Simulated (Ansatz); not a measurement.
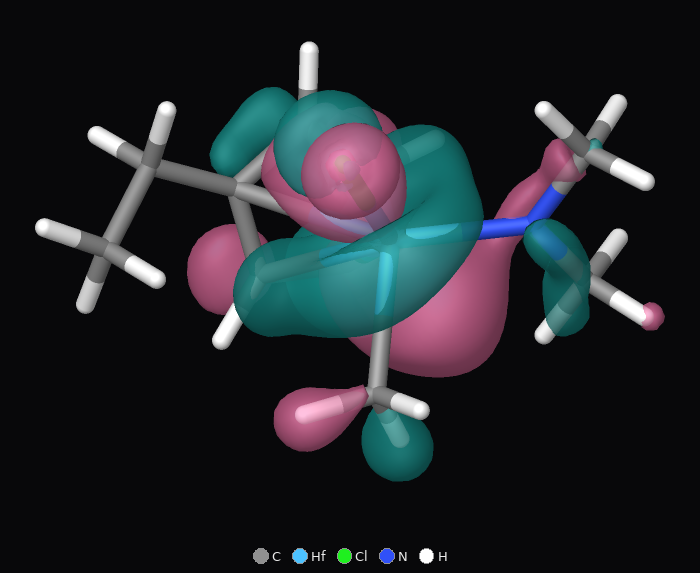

Figure. C10H18ClHfN (SMILES CC[C]12[CH]3[CH]4[CH]5[CH]1[Hf]4532([CH3])([Cl])[N](C)C). The LUMO at ±0.08 Å⁻³ᐟ² (teal and pink are the two phases), seen across its widest extent.

Geometry: PBE0-D4/def2-TZVP; core potentials replace the inner electrons of Hf.

The calculation used RKS PBE0-D4/def2-TZVPP in Ansatz 0.2.0.

```csv
atom,x (Å),y (Å),z (Å)
C,-3.1908,0.7038,1.8393
C,-1.8778,1.3811,2.1933
C,-0.9080,1.4893,1.0580
C,0.4997,1.6010,1.1829
C,1.0628,1.7544,-0.1051
C,0.0093,1.6933,-1.0368
C,-1.2011,1.5270,-0.3203
Hf,0.1995,-0.5813,-0.0129
C,-1.2859,-1.3910,-1.4741
Cl,-0.1884,-1.7784,2.0133
N,1.9510,-1.2765,-0.7646
C,2.3242,-1.0071,-2.1307
C,3.0187,-1.8928,-0.0161
H,-3.8489,0.6642,2.7093
H,-3.0263,-0.3217,1.4999
H,-3.7219,1.2417,1.0504
H,-2.0798,2.3924,2.5665
H,-1.3974,0.8447,3.0164
H,1.0457,1.5849,2.1164
H,2.1124,1.8686,-0.3323
H,0.1020,1.7577,-2.1118
H,-2.1807,1.4395,-0.7648
H,-1.1145,-2.4720,-1.5575
H,-2.3248,-1.2455,-1.1596
H,-1.1945,-0.9696,-2.4815
H,3.2010,-0.3442,-2.1954
H,1.5046,-0.5300,-2.6777
H,2.5697,-1.9335,-2.6690
H,3.9170,-1.2573,0.0127
H,2.7106,-2.0890,1.0135
H,3.3124,-2.8538,-0.4620
```

What is the character of this orbital?

It lies mainly on Hf8 (about 50 %), C6 (about 10 %) and Cl10 (about 10 %). Its energy is −0.73 eV.
